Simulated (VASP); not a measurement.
Band structure of NaCl (rock salt). All values below come from vdW-DF2, VASP's PBE PAW potentials (set 64) (plane waves; VASP).

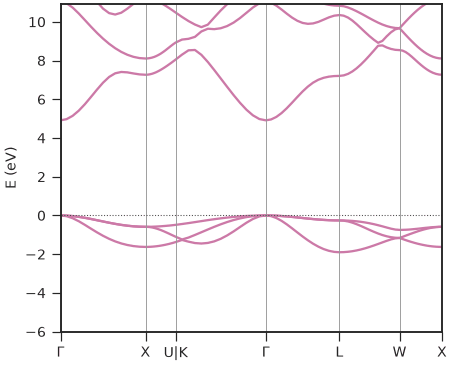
Fig. 1. Bands along high-symmetry lines, zero at the valence-band maximum or, without a gap, the Fermi level

Question: Read the plot: is there a gap, and where are the band edges?

Answer: The gap is direct, 4.91 eV, from the valence maximum at Γ to the conduction minimum at Γ. (Edges off the drawn lines would not show.)

Measured: gap 8.97 eV (computed value off by -4.06 eV), as given by Wei Chen et al., Physical Review Materials (2018), doi:10.1103/physrevmaterials.2.073803.

The compound is NaCl in the rock salt structure. It was relaxed first.
